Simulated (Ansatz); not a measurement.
Si2NH3: several calculations on one system

Part 1: Relaxation

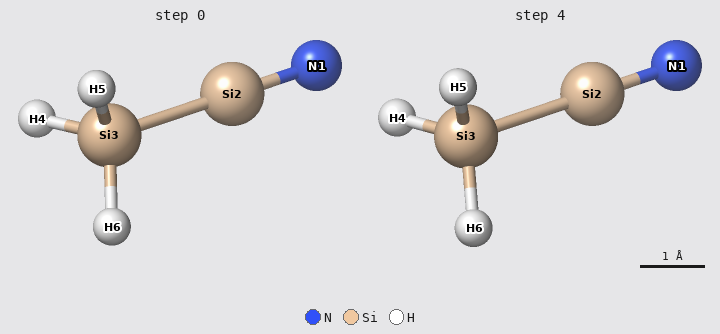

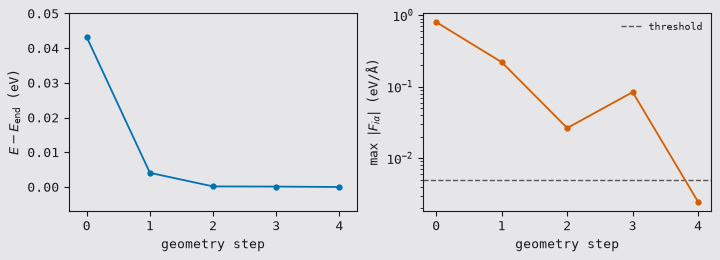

First and last geometry of a relaxation of Si2NH3, with the history of the run. The picture is a ball-and-stick view, seen at a tilt.

Level of theory: RKS PBE0-D4/def2-TZVP in Ansatz 0.2.0. Settings: force threshold 0.005 eV/Å; at most 200 steps.

Question: Did the run converge, and what did it change?

Answer: It converged. Over 4 geometry steps the energy falls by 0.043 eV. Largest force component: 0.8 eV/Å at the start, 0.0024 eV/Å at the end. Si3 moves most after the best rigid fit: 0.060 Å. By element the largest moves are Si 0.060 Å, H 0.037 Å, N 0.001 Å. Some distances before and after: Si2–Si3 2.283 → 2.345 Å, Si3–H4 1.477 → 1.481 Å. Bond angles that change, for instance: Si2–Si3–H4 110.3° → 107.0°, H4–Si3–H5 108.6° → 111.9°.

Part 2: Relaxation

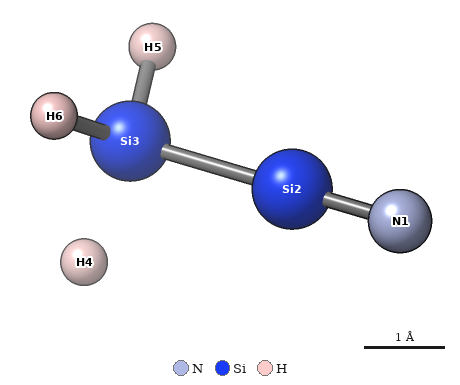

Si2NH3, before the constrained relaxation. A ball-and-stick model, seen at a tilt.

Theory: RKS PBE0-D4/def2-TZVP in Ansatz.

Input
```yaml
crystal:
  periodic: [false, false, false]
  atoms:
    - {symbol: N, position_ang: [1.283081, -2.449674, 1.356704]}
    - {symbol: Si, position_ang: [0.632641, -1.208050, 0.669000]}
    - {symbol: Si, position_ang: [-0.343942, 0.656662, -0.363678]}
    - {symbol: H, position_ang: [-1.915933, 0.031232, -1.281995]}
    - {symbol: H, position_ang: [0.660761, 1.206313, -1.302398]}
    - {symbol: H, position_ang: [-0.679367, 1.619192, 0.710457]}
basis:
  gaussian: {orbitals: def2-TZVP}
hamiltonian: {xc: pbe0, dispersion: d4}
relax: {f_tol: 0.005, max_steps: 200, constraints: [{distance: [2, 3]}]}
```

Predict the outcome.

After 5 geometry steps the energy has fallen by 0.75 kJ/mol. The largest force component goes from 0.14 to 0.0038 eV/Å. The largest move after the best rigid fit is that of H4, 0.048 Å. By element the largest moves are H 0.048 Å, Si 0.036 Å, N 0.030 Å. Some distances before and after: Si2–Si3 2.345 → 2.333 Å. Among the angles between lasting bonds that change: Si2–Si3–H5 107.0° → 109.1°.

The structure at the end:

```xyz
6

N     1.2620   -2.4682    1.3465
Si    0.6339   -1.2085    0.6699
Si   -0.3139    0.6655   -0.3455
H    -1.8804    0.0137   -1.2548
H     0.6430    1.2185   -1.3282
H    -0.7074    1.6346    0.7001
```

Part 3: Scan

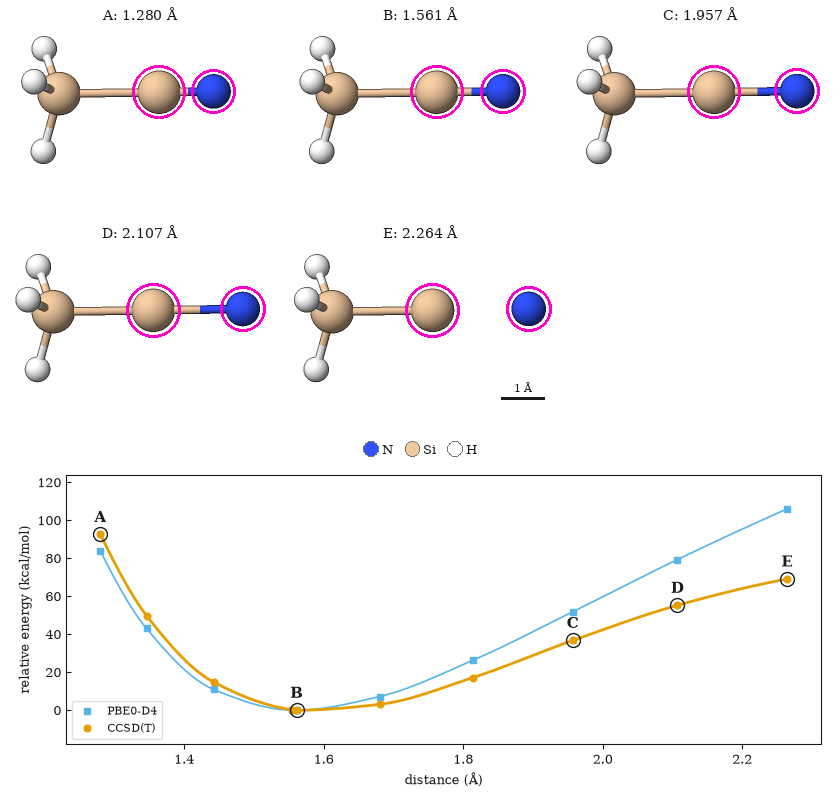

A scan of Si2NH3: the N–Si bond length is varied, with all other coordinates relaxed. The lettered frames are marked on the plot, at the values of CCSD(T). A ball-and-stick model, seen face on. The ringed atoms are those of the scanned coordinate.

Levels of theory: CCSD(T), PBE0-D4 (def2-TZVPP, Ansatz), on geometries relaxed under the constraint at PBE0-D4/def2-TZVP. Coupled cluster with a frozen core. Energies are counted from the PBE0-D4/def2-TZVP minimum geometry at the same level.

**What does the scan show?**

With CCSD(T): of the computed points the lowest is at the distance 1.561 Å, 0.0 kcal/mol. The end points stand at 92.6 kcal/mol (1.280 Å) and 69.1 kcal/mol (2.264 Å). The curvature at the lowest point is about 55 eV/Å² (8.8 mdyn/Å). The well is steeper on the short side, as for any bond. At 1.280 Å the levels give PBE0-D4 83.8 kcal/mol, CCSD(T) 92.6 kcal/mol. At 1.346 Å to 2.264 Å the mean-field solution behind CCSD(T) isn't stable (a lower one of broken symmetry exists), so those energies are less reliable. The T1 diagnostic reaches 0.148, so the single-reference result is less sure there.
